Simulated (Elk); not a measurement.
# Cr: where do free moments turn?

Aim: see whether a non-collinear arrangement of the moments of Cr lies under the collinear ones.

Main program and level: Elk 11.2.3 (patched build); LDA (Perdew-Wang); all-electron APW+lo, Dirac cores, scalar-relativistic bands.

## (1) The structure

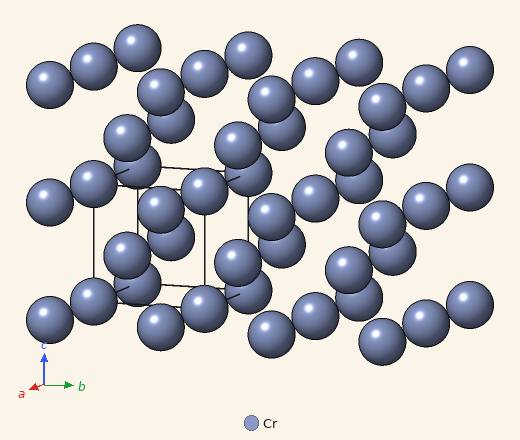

The cell as given, slightly off an axis (chromium light blue). 2×3×2 cells are drawn. Some periodic images of atoms are drawn too.

The cell comes from a database of computed structures and need not be the stable phase.

## (2) Start 1: collinear parallel

The parallel start, run with moments free to turn, is the reference on the same footing as the canted ones.

The last three numbers of an atom's line are a seed field in its sphere. It points against the wanted moment and shrinks by the factor reducebf each loop.

elk.in

```
tasks
  0

xctype
  3

rgkmax
  8.0

nempty
  12

swidth
  0.002

reducebf
  0.5

epsengy
  1e-06

maxscl
  120

lmaxi
  2

mixtype
  1

beta0
  0.05

vkloff
  0.500000 0.500000 0.500000

spinpol
  .true.

sppath
  './'

avec
  5.61040667272 0.00000000000 0.00000000000
  0.00000000000 5.61040667272 0.00000000000
  0.00000000000 0.00000000000 5.61040667272

atoms
  1
  'Cr.in'
  2
  0.0000000000 0.0000000000 0.0000000000   0.000100 0.000000 -0.075000
  0.5000000000 0.5000000000 0.5000000000   0.000100 0.000000 -0.075000

ngridk
  7 7 7
```

Command:

```bash
OMP_NUM_THREADS=2 elk
```

Numbers of over 12 decimals in the logs are rounded to 6 here.

What it wrote:

```text
Info(gndstate): no moment of its own; a second start begins; STATE.OUT holds the state before
Info(gndstate): the second start gave no lower state; one of another order, or behind a
 stronger field, isn't excluded

--- INFO.OUT ---
┌─────────────────────────┐
│ Elk code version 11.2.3 │
└─────────────────────────┘

All units are atomic (Hartree, Bohr, etc.)

┌─────────────────────────────────────────────────┐
│ Ground-state run starting from atomic densities │
└─────────────────────────────────────────────────┘

Lattice vectors :
   5.610406673       0.000000000       0.000000000
   0.000000000       5.610406673       0.000000000
   0.000000000       0.000000000       5.610406673

Species : 1 (Cr)
 parameters loaded from : Cr.in
 name : chromium
 nuclear charge    :   -24.00000000
 electronic charge :    24.00000000
 atomic mass :    94783.09202
 muffin-tin radius :    2.400000000
 number of radial points in muffin-tin :    497
 inner part over the whole radius :   0.9857795597E-02
 number on inner part of muffin-tin    :    350
 approximate nuclear radius :   0.6987106690E-04
 number of mesh points to nuclear radius :    165
 atomic positions (lattice), magnetic fields (Cartesian) :
  1 :   0.00000000  0.00000000  0.00000000    0.00010000  0.00000000 -0.07500000
  2 :   0.50000000  0.50000000  0.50000000    0.00010000  0.00000000 -0.07500000

Total number of atoms per unit cell :    2
Total muffin-tin volume :    115.8116716
 ratio of muffin-tin to unit cell volume :   0.6557968146

Spin treatment :
 spin-polarised
 global magnetic field (Cartesian) :    0.000000000       0.000000000       0.000000000
 non-collinear magnetisation

Number of Bravais lattice symmetries :   48
Number of crystal symmetries         :   96
Crystal has inversion symmetry
Real symmetric eigensolver will be used

k-point grid :      7     7     7
k-point offset :   0.5000000000      0.5000000000      0.5000000000
k-point set is reduced with full crystal symmetry group
Total number of k-points :       20

Muffin-tin radius times maximum |G+k| :    8.000000000
 using average radius
Maximum |G+k| for APW functions       :    3.333333333
Maximum (1/2)|G+k|²                   :    5.555555556
Maximum |G| for potential and density :    12.00000000
Constant for pseudocharge density :    7
 order of it for each species :   14
 order of it for pair densities of each species (exact exchange by exxq0 0: 14) :   13
Radial integration step length :    1

G-vector grid sizes :     24    24    24
Number of G-vectors :     5137

Maximum angular momentum used for
 APW functions            :    8
 outer part of muffin-tin :    6
 inner part of muffin-tin :    2

Number of empty states         :     24
Total number of valence states :     78
Total number of core states    :     20

Third-order local-orbitals added for an l without core states : T
Total number of local-orbitals :     46

Exchange-correlation functional :      3     0     0
 Perdew-Wang/Ceperley-Alder, Phys. Rev. B 45, 13244 (1992)
 gradient requirement :    0
 local density approximation (LDA)

Smearing type :    3
 Fermi-Dirac
Smearing width :   0.2000000000E-02
Effective electronic temperature (K) :    631.5500496

Mixing type :    1
 Adaptive linear mixing

Kohn-Sham potential initialised from atomic data

┌──────────────────────────────┐
│ Self-consistent loop started │
└──────────────────────────────┘

┌─────────────────┐
│ Loop number : 1 │
└─────────────────┘

Energies :
 Fermi                       :     0.275073
 sum of occupied eigenvalues :     -1219.9577960650
 electron kinetic            :      2110.0491773253
 core electron kinetic       :      1920.3057153191
 Coulomb                     :     -4114.0376132173
 Coulomb potential           :     -3222.4745682240
 nuclear-nuclear             :     -373.62683113473
 electron-nuclear            :     -4272.4466602957
 Hartree                     :      532.03587821311
 Madelung                    :     -2502.8003291053
 xc potential                :     -107.47816072394
 xc effective B-field        :    -0.17531556243594E-01
 external B-field            :      0.000000
 exchange                    :     -88.341167899370
 correlation                 :     -3.992847
 electron entropic           :    -0.10543909330066E-02
 total energy                :     -2096.3235054337
 (external B-field energy excluded from total)

Density of states at Fermi energy :    82.77571755
 (states/Hartree/unit cell)

Estimated indirect band gap :   0.2872004229E-02
 from k-point 3 to k-point 5
Estimated direct band gap   :   0.7415090898E-02
 at k-point 6

Charges :
 core                        :    20.00000000
 valence                     :    28.00000000
 interstitial                :    2.847089261
 muffin-tins (core leakage)
  species : 1 (Cr)
   atom 1                    :    22.57645537     ( -0.3576938763E-05)
   atom 2                    :    22.57645537     ( -0.3576938763E-05)
 total in muffin-tins        :    45.15291074
 total calculated charge     :    47.99980424
 total charge                :    48.00000000
 error                       :   0.1957584416E-03

Moments :
 interstitial                :   0.6546456761E-04  0.3067833917E-13 -0.4909832887E-01
 muffin-tins
  species : 1 (Cr)
   atom 1                    :  -0.8980959533E-03  0.6097754922E-13  0.6735725352
   atom 2                    :  -0.8980959533E-03  0.6097754922E-13  0.6735725352
 total in muffin-tins        :  -0.1796191907E-02  0.1219550984E-12   1.347145070
 total moment                :  -0.1730727339E-02  0.1526334376E-12   1.298046741

[... earlier loops left out ...]

┌──────────────────┐
│ Loop number : 59 │
└──────────────────┘

Energies :
 Fermi                       :     0.316765
 sum of occupied eigenvalues :     -1220.6754568375
 electron kinetic            :      2120.1194897846
 core electron kinetic       :      1919.1734557429
 Coulomb                     :     -4124.5043696453
 Coulomb potential           :     -3217.2424561447
 nuclear-nuclear             :     -373.62683113473
 electron-nuclear            :     -4298.9183190869
 Hartree                     :      548.04078057634
 Madelung                    :     -2515.8831415730
 xc potential                :     -123.55249047737
 xc effective B-field        :    -0.81075271206836E-10
 external B-field            :      0.000000
 exchange                    :     -89.336036719367
 correlation                 :     -4.027117
 electron entropic           :    -0.75724167466470E-03
 total energy                :     -2097.7487905449
 (external B-field energy excluded from total)

Density of states at Fermi energy :    63.75757200
 (states/Hartree/unit cell)

Estimated indirect band gap :   0.2238566987E-02
 from k-point 2 to k-point 3
Estimated direct band gap   :   0.2533236495E-02
 at k-point 3

Charges :
 core                        :    20.00000000
 valence                     :    28.00000000
 interstitial                :    2.268494705
 muffin-tins (core leakage)
  species : 1 (Cr)
   atom 1                    :    22.86575265     ( -0.3576940008E-05)
   atom 2                    :    22.86575265     ( -0.3576940008E-05)
 total in muffin-tins        :    45.73150529
 total calculated charge     :    47.99976869
 total charge                :    48.00000000
 error                       :   0.2313053419E-03

Moments :
 interstitial                :   0.1787493064E-08  0.1694975174E-10 -0.1343121145E-05
 muffin-tins
  species : 1 (Cr)
   atom 1                    :  -0.6198392971E-07 -0.5238520565E-09  0.4650672593E-04
   atom 2                    :  -0.6198392971E-07 -0.5238520565E-09  0.4650672593E-04
 total in muffin-tins        :  -0.1239678594E-06 -0.1047704113E-08  0.9301345186E-04
 total moment                :  -0.1221803664E-06 -0.1030754361E-08  0.9167033071E-04

┌──────────────────────────────┐
│ Self-consistent loop stopped │
└──────────────────────────────┘

Wrote STATE.OUT
```

The job ended after 72 s (2 threads of Arm Neoverse V2, shared host; peak memory 0.08 GiB).

The moments died away, and this build then starts once more from a stronger push, within the same count of loops. That gave no lower state.

The spin moment in the muffin-tin sphere vanishes on all atoms.

Numbers from this step:

| Quantity | Value |
| --- | --- |
| final state | non-magnetic |

After 59 cycles the seed has died away: no moment is left.

## (3) Start 2: two sublattices 60 degrees apart

A symmetric texture tests one pattern of angles.

Changes to elk.in since step 2:

```diff
@@ -51,4 +51,4 @@
   2
-  0.0000000000 0.0000000000 0.0000000000   0.000100 0.000000 -0.075000
-  0.5000000000 0.5000000000 0.5000000000   0.000100 0.000000 -0.075000
+  0.0000000000 0.0000000000 0.0000000000   -0.075000 0.000000 0.000000
+  0.5000000000 0.5000000000 0.5000000000   -0.037500 -0.064952 0.000000
```

Command:

```bash
OMP_NUM_THREADS=2 elk
```

What it wrote:

```text
┌─────────────────────────┐
│ Elk code version 11.2.3 │
└─────────────────────────┘

All units are atomic (Hartree, Bohr, etc.)

┌─────────────────────────────────────────────────┐
│ Ground-state run starting from atomic densities │
└─────────────────────────────────────────────────┘

Lattice vectors :
   5.610406673       0.000000000       0.000000000
   0.000000000       5.610406673       0.000000000
   0.000000000       0.000000000       5.610406673

Species : 1 (Cr)
 muffin-tin radius :    2.400000000
 atomic positions (lattice), magnetic fields (Cartesian) :
  1 :   0.00000000  0.00000000  0.00000000   -0.07500000  0.00000000  0.00000000
  2 :   0.50000000  0.50000000  0.50000000   -0.03750000 -0.06495200  0.00000000

Total number of atoms per unit cell :    2
Total muffin-tin volume :    115.8116716
 ratio of muffin-tin to unit cell volume :   0.6557968146

Spin treatment :
 spin-polarised
 global magnetic field (Cartesian) :    0.000000000       0.000000000       0.000000000
 non-collinear magnetisation

Number of Bravais lattice symmetries :   48
Number of crystal symmetries         :   48
Crystal has inversion symmetry
Real symmetric eigensolver will be used

k-point grid :      7     7     7
k-point offset :   0.5000000000      0.5000000000      0.5000000000
k-point set is reduced with full crystal symmetry group
Total number of k-points :       20

Muffin-tin radius times maximum |G+k| :    8.000000000
 using average radius
Maximum |G+k| for APW functions       :    3.333333333
Maximum (1/2)|G+k|²                   :    5.555555556
Maximum |G| for potential and density :    12.00000000
Constant for pseudocharge density :    7
 order of it for each species :   14
 order of it for pair densities of each species (exact exchange by exxq0 0: 14) :   13
Radial integration step length :    1

G-vector grid sizes :     24    24    24
Number of G-vectors :     5137

Maximum angular momentum used for
 APW functions            :    8
 outer part of muffin-tin :    6

Number of empty states         :     24
Total number of valence states :     78
Total number of core states    :     20

Third-order local-orbitals added for an l without core states : T
Total number of local-orbitals :     46

Exchange-correlation functional :      3     0     0
 Perdew-Wang/Ceperley-Alder, Phys. Rev. B 45, 13244 (1992)
 gradient requirement :    0
 local density approximation (LDA)

Smearing type :    3
 Fermi-Dirac
Smearing width :   0.2000000000E-02
Effective electronic temperature (K) :    631.5500496

Mixing type :    1
 Adaptive linear mixing

Kohn-Sham potential initialised from atomic data

┌──────────────────────────────┐
│ Self-consistent loop started │
└──────────────────────────────┘

[... earlier loops left out ...]

┌──────────────────┐
│ Loop number : 83 │
└──────────────────┘

Energies :
 Fermi                       :     0.316875
 sum of occupied eigenvalues :     -1220.4520420883
 electron kinetic            :      2120.2203980100
 core electron kinetic       :      1919.1797822443
 Coulomb                     :     -4124.5658272412
 Coulomb potential           :     -3217.0637001450
 nuclear-nuclear             :     -373.62683113473
 electron-nuclear            :     -4299.2253445503
 Hartree                     :      548.28634844383
 Madelung                    :     -2516.0339771687
 xc potential                :     -123.55674939508
 xc effective B-field        :    -0.51991069999703E-01
 external B-field            :      0.000000
 exchange                    :     -89.381905036492
 correlation                 :     -4.022712
 electron entropic           :    -0.24833908194308E-03
 total energy                :     -2097.7502942900
 (external B-field energy excluded from total)

Density of states at Fermi energy :    15.31641148
 (states/Hartree/unit cell)

Estimated indirect band gap :   0.9670803504E-02
 from k-point 9 to k-point 3
Estimated direct band gap   :   0.1136831742E-01
 at k-point 3

Charges :
 core                        :    20.00000000
 valence                     :    28.00000000
 interstitial                :    2.256892854
 muffin-tins (core leakage)
  species : 1 (Cr)
   atom 1                    :    22.87155035     ( -0.3576940102E-05)
   atom 2                    :    22.87155680     ( -0.3576940083E-05)
 total in muffin-tins        :    45.74310715
 total calculated charge     :    47.99976736
 total charge                :    48.00000000
 error                       :   0.2326415505E-03

Moments :
 interstitial                :  -0.1961392976E-04  0.3605993479E-04 -0.6420576347E-07
 muffin-tins
  species : 1 (Cr)
   atom 1                    :   0.5889769579      -1.087098996      0.1302868763E-03
   atom 2                    :  -0.5889557923       1.087063872     -0.1201957307E-03
 total in muffin-tins        :   0.2116560157E-04 -0.3512311722E-04  0.1009114559E-04
 total moment                :   0.1551671806E-05  0.9368175667E-06  0.1002693983E-04

┌──────────────────────────────┐
│ Self-consistent loop stopped │
└──────────────────────────────┘

Wrote STATE.OUT
```

Elapsed: 1.7 min, on 2 threads; peak memory 0.08 GiB.

Spin moment in the muffin-tin sphere by atom:

```csv
atom,x (μB),y (μB),z (μB),size
Cr1,0.59,-1.09,0.00,1.24
Cr2,-0.59,1.09,0.00,1.24
```

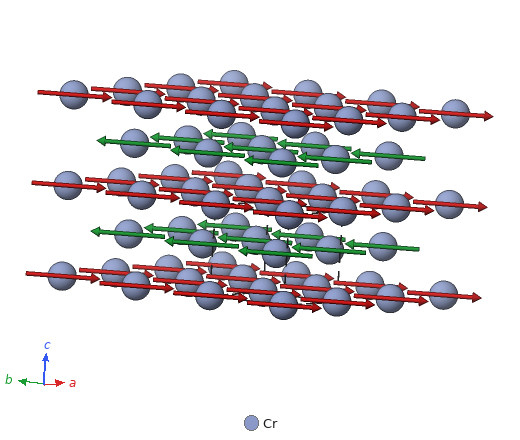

Spin moment in the muffin-tin sphere as arrows, the longest 1.24 μB. The two directions have two colours. 3×3×2 cells are drawn. Some periodic images of atoms are drawn too.

Numbers from this step:

- density of states at the Fermi level: 0.5629 states/eV/cell
- moment between the spheres: 0, 0, 0 μB
- magnetization: 0, 0, 0 μB
- final state: antiferromagnetic

It lies 20.5 meV a seeded atom under the first start, and its largest moment is 1.24 μB against 4.7e-5 μB.

## (4) Start 3: random 2

A random start has no symmetry to hold it, so the moments can find their own angles.

Changes to elk.in since step 3:

```diff
@@ -51,4 +51,4 @@
   2
-  0.0000000000 0.0000000000 0.0000000000   -0.075000 0.000000 0.000000
-  0.5000000000 0.5000000000 0.5000000000   -0.037500 -0.064952 0.000000
+  0.0000000000 0.0000000000 0.0000000000   -0.041265 -0.035708 0.051450
+  0.5000000000 0.5000000000 0.5000000000   -0.023467 -0.071235 0.000232
```

Command:

```bash
OMP_NUM_THREADS=2 elk
```

What it wrote:

```text
┌─────────────────────────┐
│ Elk code version 11.2.3 │
└─────────────────────────┘

All units are atomic (Hartree, Bohr, etc.)

┌─────────────────────────────────────────────────┐
│ Ground-state run starting from atomic densities │
└─────────────────────────────────────────────────┘

Lattice vectors :
   5.610406673       0.000000000       0.000000000
   0.000000000       5.610406673       0.000000000
   0.000000000       0.000000000       5.610406673

Species : 1 (Cr)
 muffin-tin radius :    2.400000000
[...]
error                       :   0.2326222027E-03

Moments :
 interstitial                :   0.6821551837E-05 -0.1255597533E-04 -0.2009806508E-04
 muffin-tins
  species : 1 (Cr)
   atom 1                    :   0.3114475486     -0.6440964894      -1.008340107
   atom 2                    :  -0.3114477418      0.6441071109       1.008362856
 total in muffin-tins        :  -0.1931762746E-06  0.1062150256E-04  0.2274898739E-04
 total moment                :   0.6628375563E-05 -0.1934472772E-05  0.2650922316E-05

┌──────────────────────────────┐
│ Self-consistent loop stopped │
└──────────────────────────────┘

Wrote STATE.OUT

[key lines of the parts left out:]
total energy                :     -2097.7502897028
```

Run time: 1.8 min. Hardware: 2 threads; peak memory 0.08 GiB; 3.5 min of CPU time.

Spin moment in the muffin-tin sphere by atom:

```csv
atom,x (μB),y (μB),z (μB),size
Cr1,0.31,-0.64,-1.01,1.24
Cr2,-0.31,0.64,1.01,1.24
```

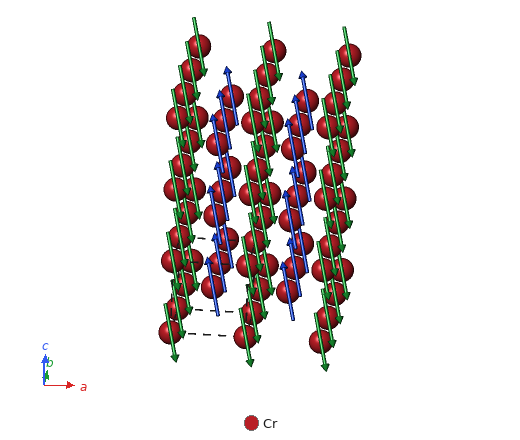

Spin moment in the muffin-tin sphere as arrows, the longest 1.24 μB. The two directions have two colours. 2×3×3 cells are drawn. Some periodic images of atoms are drawn too.

Numbers from this step:

```yaml
density_of_states_at_the_fermi_level: 0.5629 states/eV/cell
moment_between_the_spheres: 0, 0, 0 μB
magnetization: 0, 0, 0 μB
final_state: antiferromagnetic
```

It lies 20.4 meV a seeded atom under the first start, and its largest moment is 1.24 μB against 4.7e-5 μB.

[end of part 1 of 2]

[Logs and program files are shortened in this print: banners, set-up blocks, solver, clock and traceback lines can be left out without a mark of their own.]

[Logs are printed without paths, hosts, clocks, repeated set-up lines and the standing remarks that a program may print on its own settings, such as how far it seeks lower states.]

[Hosts, paths, dates, database ids (printed as entryN), source tags and the programs' standing remarks are cut or masked in the printed files.]

[Where a cell is said to come from a database of computed structures, the database is the Materials Project.]
